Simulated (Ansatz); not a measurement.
The compound is KOsF3 (cubic perovskite) (Pm-3m).

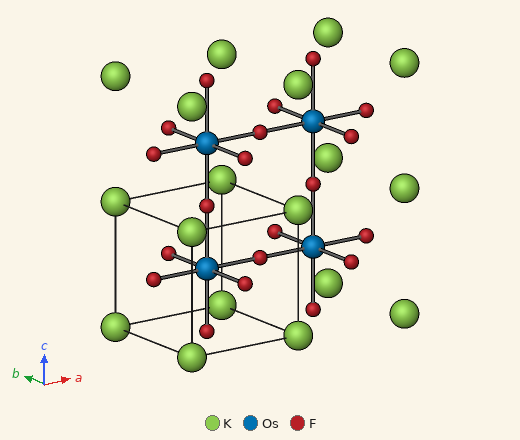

The structure (potassium green, osmium blue, fluorine red). 2×1×2 cells are drawn. Some periodic images of atoms are drawn too.

The structure was built from a prototype and need not be the compound's stable phase.

The structure is cubic, space group Pm-3m (No. 221). The conventional cell has a = 4.266 Å, b = 4.266 Å, c = 4.266 Å, α = 90.00°, β = 90.00°, γ = 90.00°. Nearest to K lie 12 F at 3.02 Å. Nearest to Os lie 6 F at 2.13 Å. F has 2 Os at 2.13 Å and 4 K at 3.02 Å nearest. Farther neighbours and most contacts between anions are not listed.

```cif
data_structure
_symmetry_space_group_name_H-M 'P 1'
_symmetry_Int_Tables_number 1
_cell_length_a 4.2657
_cell_length_b 4.2657
_cell_length_c 4.2657
_cell_angle_alpha 90.000
_cell_angle_beta 90.000
_cell_angle_gamma 90.000
_cell_volume 77.62
loop_
_atom_site_label
_atom_site_type_symbol
_atom_site_fract_x
_atom_site_fract_y
_atom_site_fract_z
_atom_site_occupancy
K1 K 0.00000 0.00000 0.00000 1
Os2 Os 0.50000 0.50000 0.50000 1
F3 F 0.50000 0.50000 0.00000 1
F4 F 0.50000 0.00000 0.50000 1
F5 F 0.00000 0.50000 0.50000 1
```

The structure was relaxed with PBE. The structure type comes from a generator and need not be one that this composition takes. The structure was generated from a model, not taken from a measurement. The runs that relaxed it are not among those shown. The program's search for lower electronic states was switched off, so nothing shows that the state found is the lowest. Spin-orbit coupling is left out unless a run names it. PAW set soft_2, made with PBE.

A constrained-RPA run (Ansatz 0.2.0; non-magnetic PBE; Os d, bands v3 to c2, 4×4×4 mesh, medium accuracy) builds 5 functions on bands 4.8 eV wide, with 6.0 electrons in the window. The bare on-site interaction is 12.7 eV and the bare J 0.46 eV.

What U and J survive the screening?

On the Os d shell, U = 4.90 eV (39 % of the bare value), U′ = 4.16 eV, J = 0.33 eV.

The parent state is non-magnetic and the interaction static (zero frequency); U depends on the window and the orbitals, so it belongs to this model alone. Spin-orbit coupling, which is strong for atoms this heavy, is left out.

[Paths, hosts, dates, memory and timing lines, banners, echoed tables and standing remarks are left out of the program output.]

[Logs are printed without paths, hosts, clocks, repeated set-up lines and the standing remarks that a program may print on its own settings, such as how far it seeks lower states.]

[Runs of the session that timed out or met a known fault of the program may be left out.]

[Hosts, paths, dates, database ids (printed as entryN), source tags and the programs' standing remarks are cut or masked in the printed files.]
